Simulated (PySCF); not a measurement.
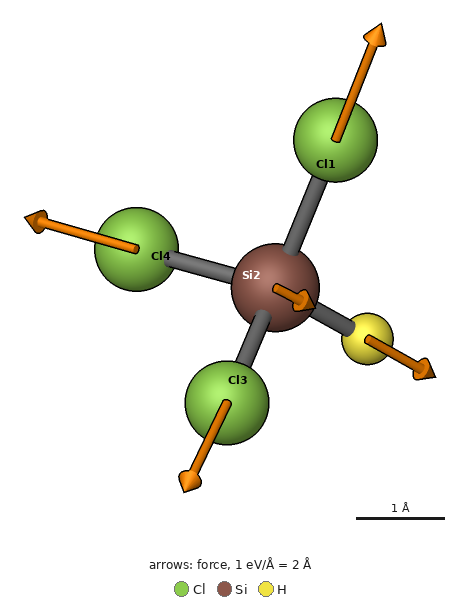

Starting geometry of SiHCl₃ with the computed forces as orange arrows. Style: ball-and-stick. Shown from a free direction.

The start comes from GFN2-xTB.

Method: PySCF 2.14.0, density-fitted response routines, PBE0-D3(BJ)/def2-SVP geometry optimisation, gas phase. 

Is this structure relaxed? If not, where do the atoms go?

Answer. It isn't relaxed: the largest force vector, on Cl atoms, is 0.82 eV/Å. The atoms end up moving mostly along the starting forces (cosine between the two patterns 0.97). The largest move after the best rigid fit is that of the H atom, 0.035 Å. Largest moves by element: H 0.035 Å, Cl 0.031 Å, Si 0.009 Å. Near-neighbour distances that change, for instance: Cl–Si 2.010 → 2.043 Å, H–Si 1.450 → 1.476 Å. Over 7 geometry steps the energy falls by 4.56 kJ/mol.
